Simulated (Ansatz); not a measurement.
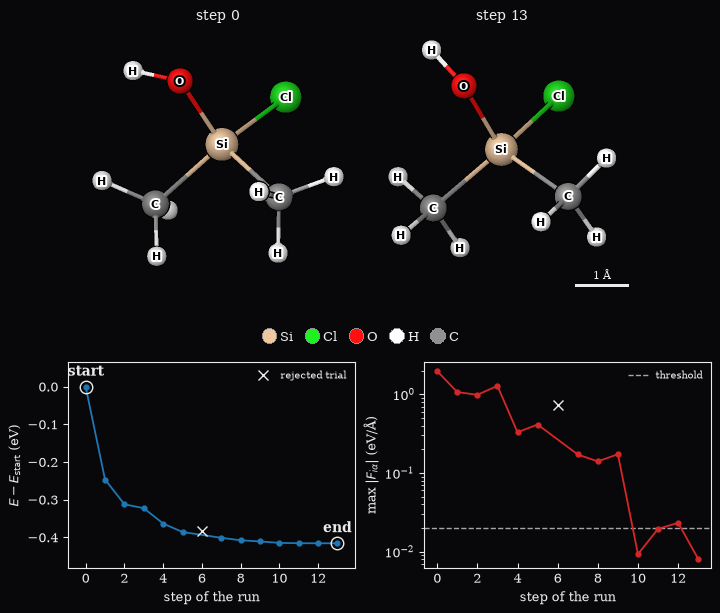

First and last geometry of a relaxation of C2H7ClOSi, with the history of the run. The picture is a ball-and-stick view, seen from a free direction.

The run prepares the start of a later molecular dynamics calculation, from a guessed geometry.

Computed with Ansatz 0.2.0, RKS PBE/6-31G.

Input
```yaml
crystal:
  periodic: [false, false, false]
  atoms:
    - { symbol: Si, position_ang: [0.0, 0.0, 0.0] }
    - { symbol: Cl, position_ang: [0.0, 0.0, 2.13] }
    - { symbol: O, position_ang: [1.5842, 0.0, -0.5594] }
    - { symbol: H, position_ang: [1.9006, -0.9521, -0.6761] }
    - { symbol: C, position_ang: [-0.8808, 1.5259, -0.6227] }
    - { symbol: H, position_ang: [-1.9334, 1.2723, -0.8671] }
    - { symbol: H, position_ang: [-0.8624, 2.3106, 0.1622] }
    - { symbol: H, position_ang: [-0.3704, 1.9025, -1.5336] }
    - { symbol: C, position_ang: [-0.8808, -1.5259, -0.6227] }
    - { symbol: H, position_ang: [-1.3804, -2.0377, 0.2261] }
    - { symbol: H, position_ang: [-1.6409, -1.2332, -1.3768] }
    - { symbol: H, position_ang: [-0.1449, -2.2146, -1.0879] }
basis:
  gaussian: { orbitals: "6-31G" }
hamiltonian:
  xc: pbe
relax:
  f_tol: 0.02
  max_steps: 40
```

Run as
```bash
ansatz run input.yaml --threads 1 --pin off --max-ram 2048MiB --backend cpu --events-out ev --progress --plain --runs-dir out
```

### Did the run converge, and what did it change?

It converged. The largest move after the best rigid fit is that of H11, 0.88 Å. Largest moves by element: H 0.88 Å, Cl 0.24 Å, O 0.21 Å, C 0.14 Å, Si 0.13 Å. Near-neighbour distances that change, for instance: Si1–Cl2 2.130 → 2.222 Å, Si1–O3 1.680 → 1.736 Å, Si1–C9 1.869 → 1.902 Å, O3–H4 1.010 → 0.982 Å. Among the angles between lasting bonds that change: Si1–O3–H4 109.5° → 121.4°, C5–Si1–C9 109.5° → 116.0°, O3–Si1–C5 109.5° → 105.1°. Groups turn about Si1–C9 by about 50°, Si1–C5 by about 35°, Si1–O3 by about 35°. After 12 accepted moves (13 points after the start) the energy has fallen by 0.415 eV. Largest force component: 2 eV/Å at the start, 0.0081 eV/Å at the end. The line search rejected the trial step at point 6 of the run.

Limits of the set-up: the basis has no polarisation functions, which atoms past neon need.
